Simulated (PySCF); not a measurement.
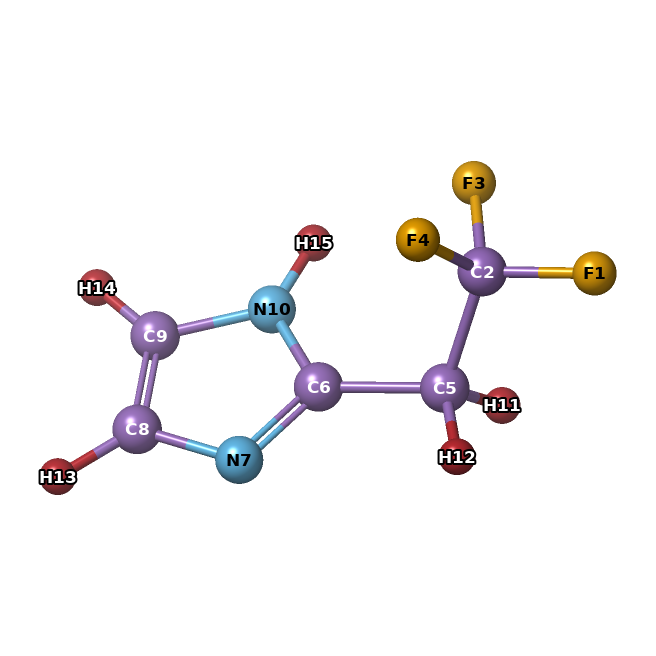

The geometry was computed by an optimisation with GFN2-xTB. No frequency run is at hand to confirm it as a minimum. Electric field gradients from the ground-state density, PBE0/pcSseg-1 (PySCF 2.14.0), non-relativistic apart from any core potentials.

Give the largest field-gradient component, the quadrupole coupling constant and the asymmetry for 14N at N7 (Q = 20.44 mb), 14N at N10 (Q = 20.44 mb), 2H at H11 (Q = 2.86 mb), 2H at H12 (Q = 2.86 mb), 2H at H13 (Q = 2.86 mb), 2H at H14 (Q = 2.86 mb).

| atom | V_zz (a.u.) | e²qQ/h (MHz) | η |
| --- | --- | --- | --- |
| N7 | −0.943 | −4.53 | 0.11 |
| N10 | −0.595 | −2.86 | 0.08 |
| H11 | 0.295 | 0.198 | 0.03 |
| H12 | 0.297 | 0.200 | 0.04 |
| H13 | 0.348 | 0.234 | 0.08 |
| H14 | 0.349 | 0.234 | 0.10 |
